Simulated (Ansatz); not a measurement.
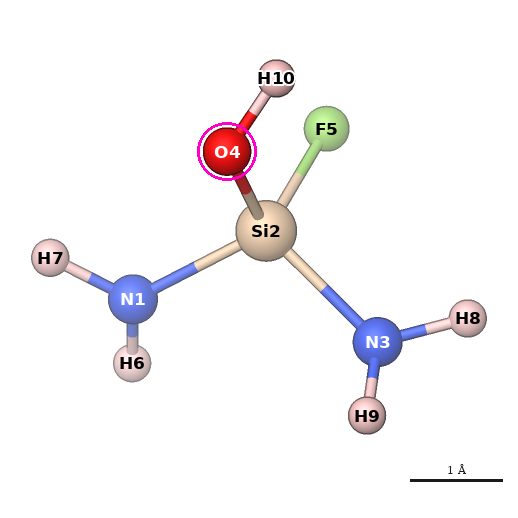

Orthographic view. Distant atoms are faded towards the background colour. The geometry was computed by an optimisation with PBE-D4/def2-SVP. No frequency run is at hand to confirm it as a minimum.

Q: Which atoms are bonded to the circled atom?

A: The circled atom is O4; it is bonded to Si2, H10.

Q: What is the shortest path along bonds from the circled atom to H9?

A: O4–Si2–N3–H9, 3 bonds; through space the two are 3.33 Å apart.

Q: Of Si2 and F5, which is nearer the viewer?

A: Si2; the bond to F5 points away from the viewer, so it looks shorter than its 1.65 Å.
